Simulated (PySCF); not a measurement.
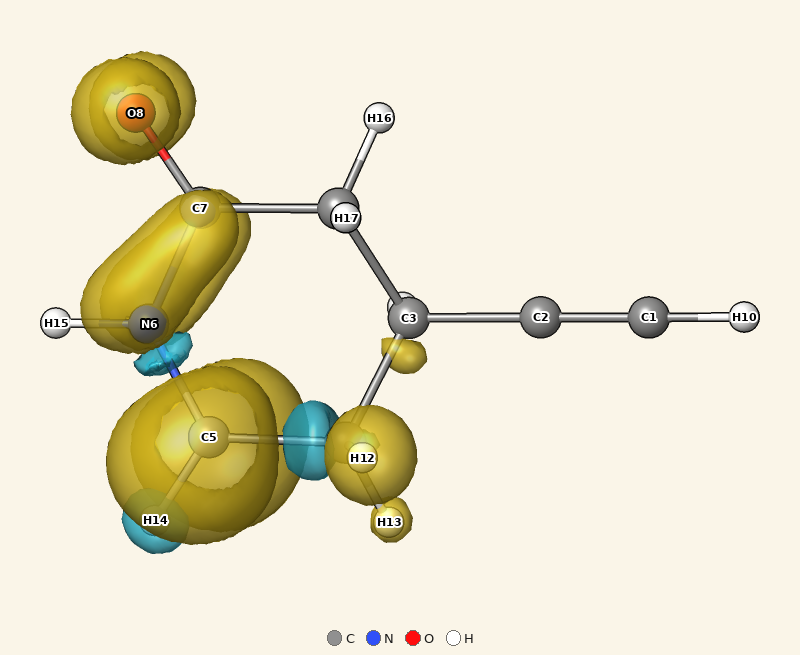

C₇H₈NO (SMILES C#C[C@H]1C[CH]NC(=O)C1) (doublet). Isosurfaces of the spin density at +0.02 (yellow) and −0.02 e/Å³ (cyan), seen across its widest extent.

Geometry: GFN2-xTB.

These are results of PySCF, UKS B3LYP, pcH-1 on C H N O, non-relativistic, mean-field spin-orbit, GIAO, not measurements.

```xyz
17

C     1.9703   -2.2767   -1.2964
C     1.3350   -1.3168   -0.9696
C     0.5464   -0.1737   -0.5523
C    -0.9558   -0.4554   -0.7270
C    -1.7436    0.6814   -0.1969
N    -1.2247    1.4747    0.7777
C    -0.0028    1.3428    1.3816
O     0.3555    2.1439    2.2310
C     0.8158    0.1590    0.9203
H     2.5386   -3.1069   -1.5930
H     0.8247    0.6876   -1.1725
H    -1.1973   -1.3885   -0.1969
H    -1.1990   -0.6194   -1.7799
H    -2.7237    0.9163   -0.5667
H    -1.7734    2.2639    1.0987
H     1.8701    0.3825    1.0890
H     0.5572   -0.7027    1.5429
```

Describe the spin distribution.

Answer. The unpaired spin (1 electron) lies mostly on C5 (about 0.6), O8 (about 0.1) and N6 (about 0.1), in electrons by Hirshfeld's partition.
